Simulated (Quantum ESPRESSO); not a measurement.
```yaml
crystal:
  lattice:
    - [3.19720, 0.00000, 0.00000]
    - [-1.59860, 2.76886, 0.00000]
    - [0.00000, 0.00000, 5.20700]
  atoms:
    - { symbol: Ga, position: [0.66667, 0.33333, 0.59160] }
    - { symbol: Ga, position: [0.33333, 0.66667, 0.09160] }
    - { symbol: N, position: [0.66667, 0.33333, 0.96840] }
    - { symbol: N, position: [0.33333, 0.66667, 0.46840] }
```
The cell was made here from an entry of the Crystallography Open Database (unchecked): atoms relaxed with PBE in the measured cell (PBE without dispersion, pw.x of a modified build of Quantum ESPRESSO, symmetry kept).  Stability against distortions was not tested.

For site Ga (atoms 1, 2), PBE PAW (JTH datasets; density from pw.x of Quantum ESPRESSO, gradients reconstructed from it by a script) (25 Ha, k-mesh 8×8×5 through Γ) gives Vzz = 0.050 a.u. and η_Q = 0.00, so |C_Q| = 2.01 MHz for ⁶⁹Ga (|Q| = 0.171 barn). Cores are frozen. Against all-electron runs on small test molecules, this scheme's |Vzz| missed by −8 % on Ga.

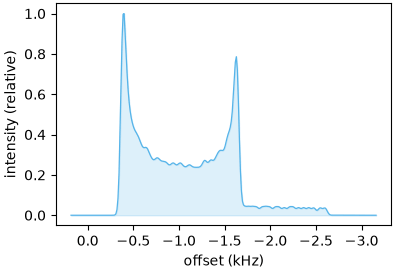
Figure: Simulated fast-MAS powder pattern of the ⁶⁹Ga central transition at 9.4 T (Larmor frequency ν0 = 96.3 MHz, I = 3/2), second-order quadrupolar broadening alone, zero at the isotropic chemical shift

The full linewidth is 2.26 kHz, or 23.4 ppm at this field.
